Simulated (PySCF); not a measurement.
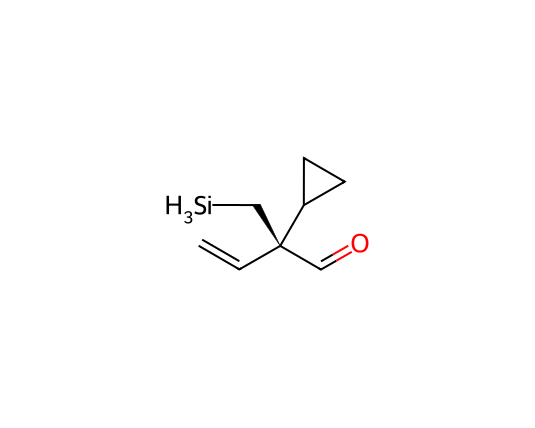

The computed structure is the end point of a GFN2-xTB optimisation. No frequency run is at hand to confirm it as a minimum. Level of theory: PBE0/pcSseg-1, gas phase (PySCF 2.14.0).

Q: Estimate the LUMO energy (Kohn–Sham orbital).

A: −1.13 eV.

Q: What is the dipole moment?

A: 3.57 D.

Q: Give the HOMO energy (Kohn–Sham orbital) at this level.

A: −7.48 eV.

The geometry is semi-empirical. Around Si such bond lengths and angles can be off by a tenth of an ångström or more and by several degrees, and values that hang on the shape move with them.
